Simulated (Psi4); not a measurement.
Intermolecular potential of H4OSi ··· Br2 (SMILES O[SiH3] and BrBr). Monomers: optimised at B3LYP-D3(BJ) (def2-TZVP), held rigid. Orientation: lowest of the rigid-body minima from ten starts at GFN2-xTB. Only R, the distance of the centres of mass, is varied, so the lowest point isn't the relaxed dimer.

Calculation: SAPT0/jun-cc-pVDZ, frozen core (Psi4 1.11).

Components in kcal/mol:

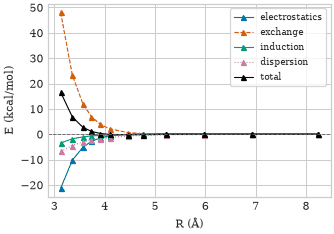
Fig. 1. Components of the interaction energy.

| R / Å | electrostatics | exchange | induction | dispersion | total |
|---|---|---|---|---|---|
| 3.13 | -21.26 | 48.04 | -3.42 | -6.80 | 16.56 |
| 3.36 | -10.29 | 23.44 | -1.82 | -4.46 | 6.87 |
| 3.57 | -5.14 | 12.02 | -1.05 | -3.08 | 2.74 |
| 3.74 | -2.83 | 6.94 | -0.68 | -2.31 | 1.12 |
| 3.92 | -1.42 | 3.86 | -0.43 | -1.72 | 0.29 |
| 4.10 | -0.64 | 2.14 | -0.28 | -1.29 | -0.07 |
| 4.47 | 0.03 | 0.63 | -0.12 | -0.74 | -0.21 |
| 4.77 | 0.17 | 0.23 | -0.07 | -0.49 | -0.15 |
| 5.23 | 0.20 | 0.05 | -0.03 | -0.27 | -0.05 |
| 5.97 | 0.14 | 0.00 | -0.01 | -0.11 | 0.02 |
| 6.93 | 0.08 | 0.00 | 0.00 | -0.05 | 0.04 |
| 8.24 | 0.04 | 0.00 | 0.00 | -0.02 | 0.03 |
